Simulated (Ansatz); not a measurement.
# Calculations on CH₃ClOSi

Part 1: Relaxation

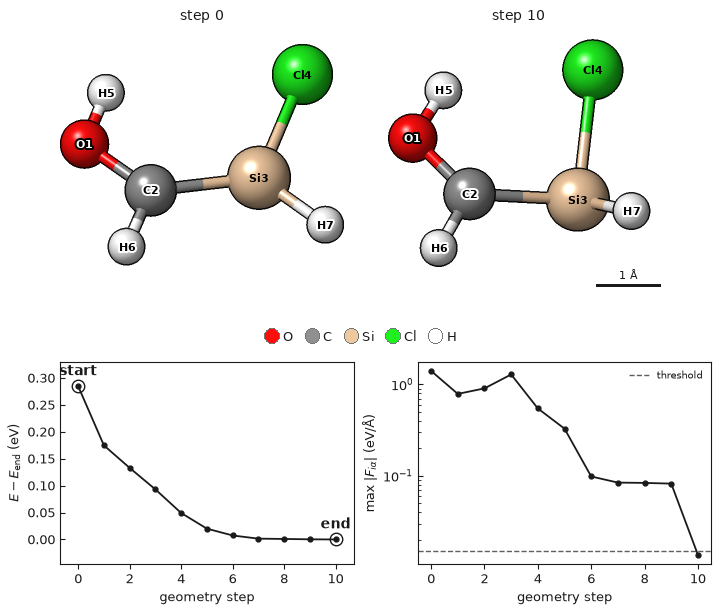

First and last geometry of a relaxation of CH₃ClOSi, with the history of the run. Style: ball-and-stick. Shown at a tilt.

The run prepares an end point of a later path (torsion) calculation, from a guessed geometry.

The calculation used RKS B3LYP-D4/cc-pVDZ (Ansatz 0.2.0).

The input:
```yaml
crystal:
  periodic: [false, false, false]
  atoms:
    - { symbol: O, position_ang: [-0.83447, 1.55569, -0.04877] }
    - { symbol: C, position_ang: [0.16047, 0.72198, 0.44325] }
    - { symbol: Si, position_ang: [0.37635, -0.98762, 0.06789] }
    - { symbol: Cl, position_ang: [-0.58119, -1.85488, -1.47973] }
    - { symbol: H, position_ang: [-1.23244, 1.15964, -0.82991] }
    - { symbol: H, position_ang: [0.63339, 1.18494, 1.29518] }
    - { symbol: H, position_ang: [1.47788, -1.77975, 0.55209] }
basis:
  gaussian: { orbitals: cc-pVDZ }
hamiltonian:
  xc: b3lyp
  dispersion: d4
relax:
  f_tol: 0.015
  max_steps: 40
```

Command:
```bash
ansatz run input.yaml --threads 1 --pin off --max-ram 2048MiB --backend cpu --events-out ev --progress --plain --runs-dir out
```

> What do the curves and the structures tell?

It converged. After 10 geometry steps the energy has fallen by 0.285 eV. The largest force component goes from 1.4 to 0.014 eV/Å. The largest move after the best rigid fit is that of Si3, 0.47 Å. By element the largest moves are Si 0.47 Å, Cl 0.41 Å, H 0.37 Å, O 0.23 Å, C 0.09 Å. Among the contacts that change: Si3–Cl4 2.016 → 2.165 Å, C2–Si3 1.764 → 1.830 Å, O1–C2 1.388 → 1.323 Å, Si3–H7 1.441 → 1.502 Å. Among the angles between lasting bonds that change: C2–Si3–Cl4 121.5° → 99.1°, C2–Si3–H7 123.7° → 104.7°, Cl4–Si3–H7 112.6° → 107.2°. The run took of the order of 40 core-seconds on a shared host.

Part 2: Relaxation

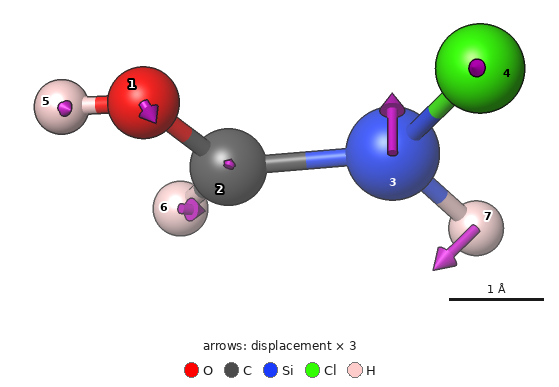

This is a relaxation of CH$_{3}$ClOSi. The starting structure is drawn; purple arrows show the displacements, 3 times their true length. The two geometries are superimposed by the best rigid fit.

A ball-and-stick model, seen from a free direction.

The run prepares an end point of a later path (torsion) calculation, from a guessed geometry.

These are results of Ansatz 0.2.0, RKS B3LYP-D4/cc-pVDZ, not measurements.

Input
```yaml
crystal:
  periodic: [false, false, false]
  atoms:
    - { symbol: O, position_ang: [-0.83447, 1.55569, -0.04877] }
    - { symbol: C, position_ang: [0.16047, 0.72198, 0.44325] }
    - { symbol: Si, position_ang: [1.44745, 1.17226, 1.56181] }
    - { symbol: Cl, position_ang: [1.38157, 2.8971, 2.60332] }
    - { symbol: H, position_ang: [-1.23244, 1.15964, -0.82991] }
    - { symbol: H, position_ang: [0.20769, -0.17683, -0.15146] }
    - { symbol: H, position_ang: [2.40554, 0.23853, 2.09613] }
basis:
  gaussian: { orbitals: cc-pVDZ }
hamiltonian:
  xc: b3lyp
  dispersion: d4
relax:
  f_tol: 0.015
  max_steps: 40
output:
  orbitals: {}
```

Launched with:
```bash
ansatz run input.yaml --threads 1 --pin off --max-ram 2048MiB --backend cpu --events-out ev --progress --plain --runs-dir out
```

What did the optimiser do to the structure, and how much energy did it gain?

Answer. The atom that moves furthest after the best rigid fit is Si3 (0.27 Å). Largest moves by element: Si 0.27 Å, H 0.24 Å, O 0.10 Å, Cl 0.07 Å, C 0.04 Å. Near-neighbour distances that change, for instance: Si3–Cl4 2.016 → 2.101 Å, Si3–H7 1.441 → 1.491 Å, O1–C2 1.388 → 1.349 Å, C2–H6 1.079 → 1.103 Å. Bond angles that change, for instance: C2–Si3–H7 123.7° → 110.9°, Si3–C2–H6 122.0° → 115.2°, O1–C2–H6 109.7° → 116.3°. The energy falls by 0.213 eV in 9 accepted moves (10 points after the start). The largest force component goes from 1.5 to 0.0058 eV/Å. The line search rejected the trial step at point 4 of the run. The run took of the order of 40 core-seconds on a shared host.

Part 3: Path

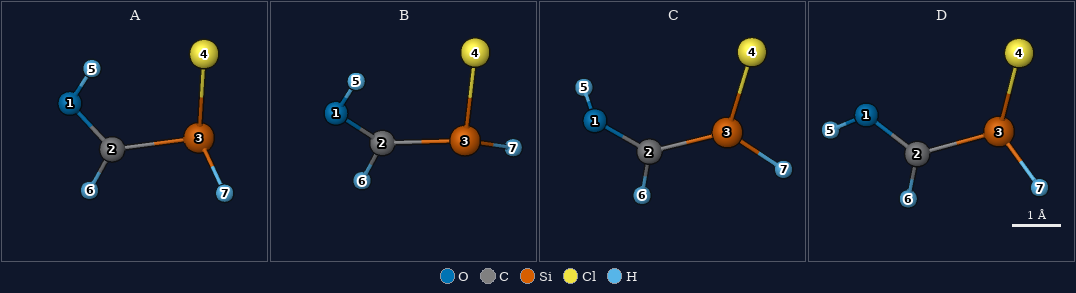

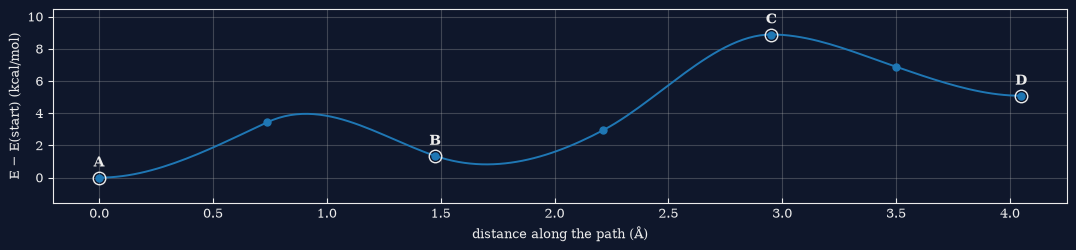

A nudged-elastic-band calculation for CH$_{3}$ClOSi. Images are numbered from 0 (start) to 6 (end). Frames A to D are images 0, 2, 4, 6. Style: ball-and-stick. Shown at a tilt.

Computed with RKS B3LYP-D4/cc-pVDZ (Ansatz). Run with 5 movable images; climbing image; force threshold 0.05 eV/Å; iteration limit 60; starting path through a guess of the saddle point.

What happens along the path, and what is the barrier?

Answer. The energy climbs by 8.9 kcal/mol to image 4 and then falls by 3.8 kcal/mol, so the end point sits at +5.1 kcal/mol. The profile has 2 maxima (images 1, 4) with a dip at image 2 (+1.3 kcal/mol), so the process runs in steps. The path has more than one stage, and so few images may leave a stage unresolved. No bond forms or breaks between the ends. Among the angles between lasting bonds that change up to the highest image: C2–Si3–Cl4 99.1° → 123.3°, C2–Si3–H7 104.7° → 123.4°. The band converged in 17 iterations. The largest component of the band force went from 17 to 0.028 eV/Å. The climbing image converged on the top of the path. Its vibrational analysis gives one imaginary mode (363i cm⁻¹), as a transition state must have.
